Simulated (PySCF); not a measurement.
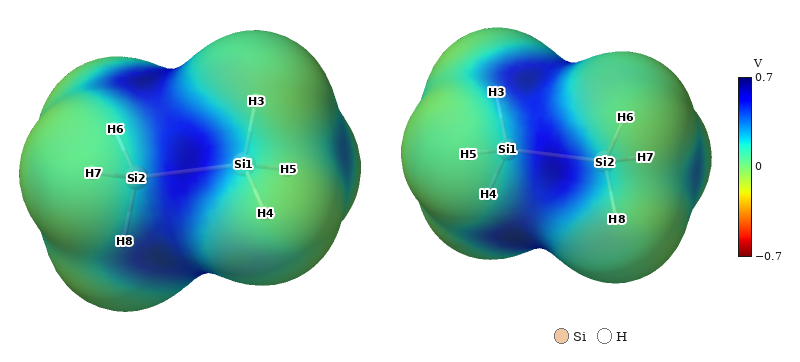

*H₆Si₂, SMILES `[SiH3][SiH3]`. Electrostatic potential on the surface of electron density 0.001 a.u. (back view left, front view right).*

Level of theory: M06-2X/def2-SVP (PySCF), at a geometry from GFN2-xTB. No frequency check shows the geometry to be a minimum.

Where are the extremes of the potential on the surface?

Highest: 0.65 V, near H4 (2.18 Å), Si1 (2.20 Å), H5 (2.23 Å) and H8 (2.35 Å), and at like points elsewhere. Lowest: −0.03 V, 1.5 Å from H6, and at like points elsewhere. The surface is sampled at points, so like sites can differ by a few per cent and only the strongest of them is named.
